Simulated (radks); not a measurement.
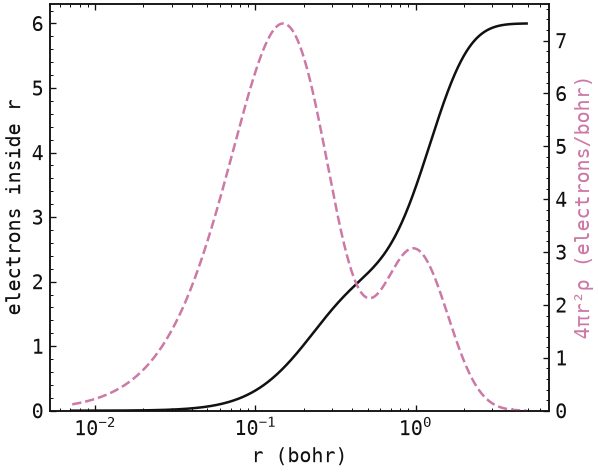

System: N⁺ (Z = 7, 6 electrons), configuration [He] 2s2 2p2 (2p1/2: 2). Theory: Dirac Kohn-Sham, Slater X-alpha with alpha = 0.609, spin-unpolarised, spherical densities, finite nucleus (computed with the in-house radial solver radks).

The plot shows the number of electrons inside radius r (solid) and the radial density 4πr²ρ (dashed).

Read the plot.

The count levels off at 6 electrons. Half of them lie within 0.847 bohr, 90 % within 1.90 bohr and 99 % within 3.06 bohr. The radial density has a minimum at 0.515 bohr, where the count stands at 2.2; this parts the shells that the density resolves.
